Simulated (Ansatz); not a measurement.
CH3NZn

The calculation's input:

```
crystal:
  periodic: [false, false, false]
  atoms:
    - { symbol: "N", position_ang: [-0.76122, -0.88886, -0.71053] }
    - { symbol: C, position_ang: [-0.1592, 0.20851, -0.82851] }
    - { symbol: Zn, position_ang: [0.79644, 0.88327, 0.83937] }
    - { symbol: H, position_ang: [-0.72572, -1.34494, 0.20739] }
    - { symbol: H, position_ang: [-0.24716, 0.6244, -1.83051] }
    - { symbol: H, position_ang: [0.43381, 1.00855, -0.38537] }
magnetization:
  spin_polarized: true
basis:
  gaussian: { orbitals: def2-SVP }
hamiltonian:
  xc: hf
relax:
  f_tol: 0.02
  max_steps: 50
output:
  orbitals: {}
```

Run with:

```sh
ansatz run input.yaml --threads 1 --pin off --max-ram 2048MiB --backend cpu --events-out ev --progress --plain --runs-dir out
```

The fields are those of the relaxed geometry.

At this geometry the atoms fall into two loosely joined parts.

The calculation used UHF/def2-SVP (Ansatz 0.2.0).

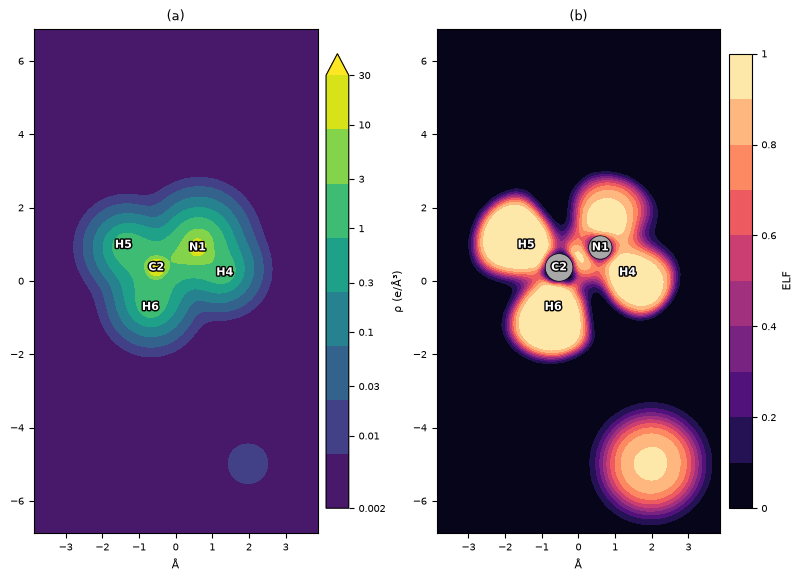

Figure 1. (a) electron density; (b) electron localisation function on the plane of atoms C2, N1 and H4. Grey discs cover the atomic cores in the ELF map.

**Describe what can be read from this map.**

The section cuts through N, C and H sites.
C–N (1.25 Å): the density is about 3 e/Å³ at the midpoint; the ELF peaks at about 0.90 between the atoms; a multiple bond.
N–H (1.01 Å): the density is about 2.9 e/Å³ at the midpoint; the ELF climbs to about 1 towards the hydrogen, as it does in any bond to H: a covalent bond by its length.
C–H (1.09 Å): the density is about 2.1 e/Å³ at the midpoint; the ELF climbs to about 1 towards the hydrogen (an ordinary covalent bond to hydrogen).
The ELF also peaks beside N1, away from the bonds: lone-pair regions.

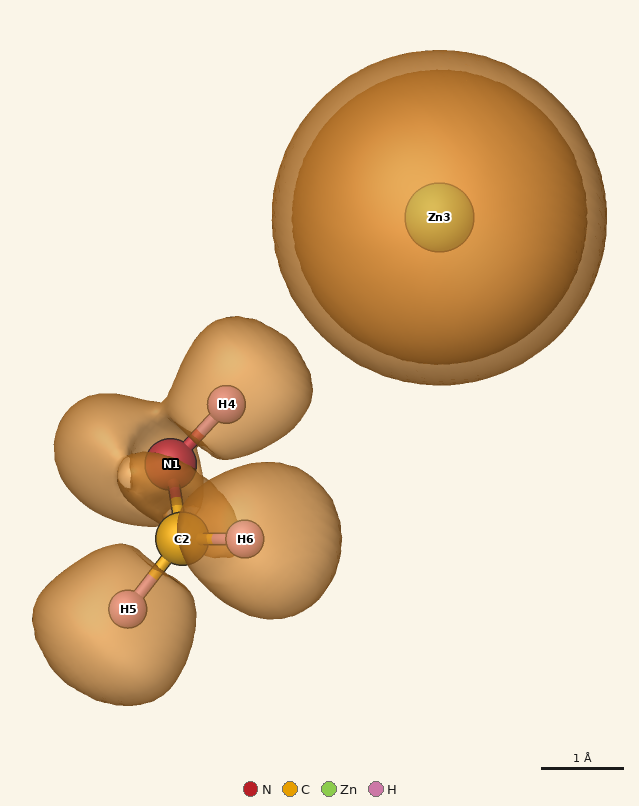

Figure 2. Isosurface of the electron localisation function at 0.75 (orange), seen at an oblique angle. Core shells and regions of very low density are left out.

**What do the ELF domains correspond to?**

The surface consists of two regions around hydrogen nuclei, one region wrapped around Zn (its valence shell) and one joined region spread over several atoms (H, N), in which their bonds and any lone pairs are merged.

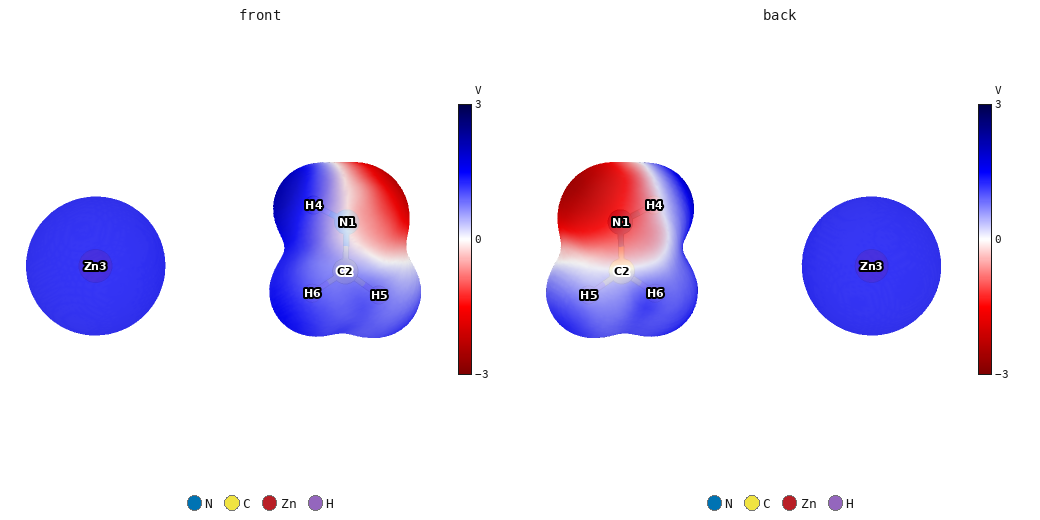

Figure 3. The electrostatic potential painted on the density surface at 0.004 e/bohr³, seen from the front and from behind; the colour scale runs from red (negative) to blue (positive).

**Describe the electrostatic potential map.**

The most negative region (about −2.5 V, or −58 kcal/mol for a unit charge) lies over N1, the most positive (about +2.1 V, or +48 kcal/mol for a unit charge) over H4. N1 is the likeliest acceptor of a hydrogen bond.
